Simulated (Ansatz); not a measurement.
**CuPt (R-3m): point defect (vacancy) in a supercell in Python**

What does a point defect do in CuPt (R-3m)? Wanted for CuPt (R-3m): a point defect (vacancy) in a supercell.

All numbers are computed with the Python package of Ansatz 0.2.0. Level of theory: DFT r2SCAN, plane waves, PAW.

## (1) The system

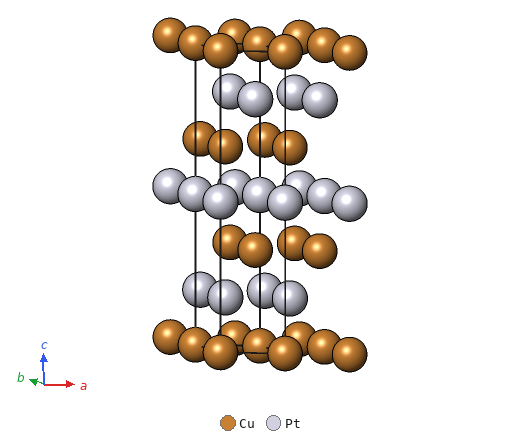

The structure that the script starts from, seen slightly off an axis (copper orange, platinum light grey). 2×2×1 cells are drawn. The cell is the conventional one. Atoms on cell faces are repeated.

The script holds or builds the structure itself.

## (2) Script

File run_defect.py:

```python
"""Point defect (vacancy) in CuPt."""

import warnings

import ansatz as az
import numpy as np

warnings.simplefilter("ignore", az.DeckWarning)

vectors = np.array([
    [1.362297, 0.786523, 4.244455],
    [-1.362297, 0.786523, 4.244455],
    [0.0, -1.573045, 4.244455],
])
cupt = (
    az.Lattice.of(vectors)
    .atom("Cu", (0.0, 0.0, 0.0))
    .atom("Pt", (0.5, 0.5, 0.5))
)
host = cupt.supercell(2, 2, 2)
defective = host.vacancy("Pt", at=(0.5, 0.5, 0.5))

def settled(structure):
    return (
        structure.calculation()
        .occupations("methfessel_paxton", width=0.05)
        .functional("r2SCAN")
        .kpoints(3, 3, 3)
        .basis(530)
        .band_table()
    )


perfect = settled(host).run(threads=1).report
base = settled(defective).forces()
outcome = base.run(threads=1)
report = outcome.report

n_host, n_defect = len(perfect["lattice"]["sites"]), len(report["lattice"]["sites"])
print(f"perfect cell: {n_host} atoms, F = {perfect['free_energy_ev']:.4f} eV")
print(f"defect cell:  {n_defect} atoms, F = {report['free_energy_ev']:.4f} eV")
# chemical potentials are still to be added to this difference
print(f"difference {report['free_energy_ev'] - perfect['free_energy_ev']:.4f} eV (no chemical potentials)")

pull = np.linalg.norm(report["forces_ev_ang"], axis=1)
for atom in np.argsort(-pull)[:5]:
    print(f"force on {outcome.lattice.sites[atom].symbol}{atom}: {pull[atom]:.3f} eV/A")

for label, run in (("perfect", perfect), ("defect", report)):
    levels, filled = np.array(run["eigenvalues_ev"][0]), np.array(run["occupations"][0])
    top = int(np.argmin(np.abs(levels - run["fermi_energy_ev"])))
    window = slice(max(top - 3, 0), top + 4)
    print(label, "levels near E_F at the first k-point:", ", ".join(f"{e - run['fermi_energy_ev']:.2f} ({f:.2f})" for e, f in zip(levels[window], filled[window])))
```

## (3) What the engine is handed

The package turns the script's settings into the engine's input (first run):

```yaml
crystal:
  lattice:
    - [1.362297, 0.786523, 4.244455]
    - [-1.362297, 0.786523, 4.244455]
    - [0.0, -1.573045, 4.244455]
  atoms:
    - { symbol: Cu, position: [0.0, 0.0, 0.0] }
    - { symbol: Pt, position: [0.5, 0.5, 0.5] }
  supercell: [2, 2, 2]
basis:
  ecutwfc: 530.0
kpoints:
  mp_grid:
    grid: [3, 3, 3]
hamiltonian:
  xc: r2scan
scf:
  occupations:
    method: methfessel_paxton
    width: 0.05
output:
  eigenvalues: true
```

## (4) Running it

On the command line:

```
$ python run_defect.py
```

The log of the run:

```text
perfect cell: 16 atoms, F = -153347.7181 eV
defect cell:  15 atoms, F = -140808.8964 eV
difference 12538.8217 eV (no chemical potentials)
force on Cu0: 0.377 eV/A
force on Cu13: 0.377 eV/A
force on Cu11: 0.335 eV/A
force on Cu3: 0.335 eV/A
force on Cu1: 0.335 eV/A
perfect levels near E_F at the first k-point: -0.32 (2.00), -0.18 (2.00), -0.18 (2.00), 0.01 (0.72), 0.01 (0.72), 0.01 (0.72), 0.26 (-0.00)
defect levels near E_F at the first k-point: -0.18 (2.00), -0.05 (2.06), -0.05 (2.06), 0.03 (0.09), 0.03 (0.09), 0.66 (-0.00), 0.69 (-0.00)
```

Wall time 2.1 min (1 thread of Arm Neoverse N1, shared host); peak memory 1.3 GiB.

## (5) What changed from run to run

The engine's inputs for the other runs:

Run 2, against run 1:

```diff
@@ -9,0 +10,2 @@
+  defects:
+    - { vacancy: 1 }
@@ -21,0 +24 @@
+  forces: true
```

## (6) What the script built

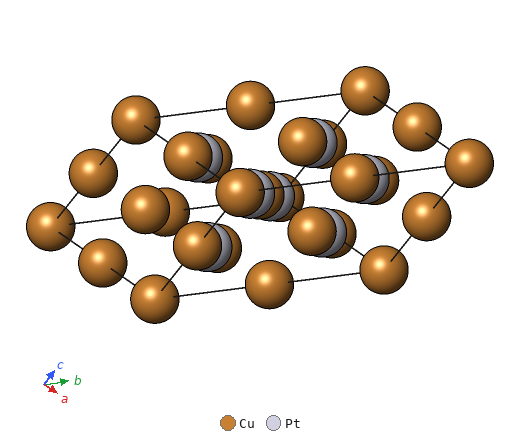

The cell of run 2 as the script built it (15 atoms; copper orange, platinum light grey).

## (7) What each run gave

The 2 runs, in the order started:

| run | system | energy (eV/atom) | SCF cycles | CPU time (s) |
| --- | --- | --- | --- | --- |
| 1 | CuPt (16 atoms) | -9584.2324 | 9 | 50 |
| 2 | Cu8Pt7 (15 atoms) | -9387.2598 | 12 | 72 |

Energies are free energies F = E - TS of the smeared occupations. Totals carry meaning only in balanced differences at one level of theory.

## (8) What came out

| quantity | value |
| --- | --- |
| runs compared | 2 |
| force on Cu0 (as printed) | 0.377 eV/A |
| force on Cu13 (as printed) | 0.377 eV/A |
| force on Cu11 (as printed) | 0.335 eV/A |
| force on Cu3 (as printed) | 0.335 eV/A |
| force on Cu1 (as printed) | 0.335 eV/A |

A formation energy would need chemical potentials for the atoms added or removed, which the two totals don't give. The cell is small, so the defect feels its images. Caveats:
- For a metal this mesh is coarse.
- The atoms stand at ideal sites; relaxing them can change energy and levels by an eV or more.
- The difference holds no chemical potentials.
- Errors of mesh and smearing per atom add up over the supercell, so the energy can be off by tenths of an eV.
- Each cell's levels count from its own Fermi level and aren't aligned; one k-point can hide that the defect cell is metallic.
- The structure comes from a database of computed cells and needn't be a stable or known phase.
- The supercell is small, so the defect meets its images and the energies aren't those of an isolated defect; a partly filled defect level may also lower its energy by spin or distortion. For a charged cell the difference holds no correction, alignment or term for the electrons' reservoir. Spin-orbit coupling is left out, though heavy elements are present.
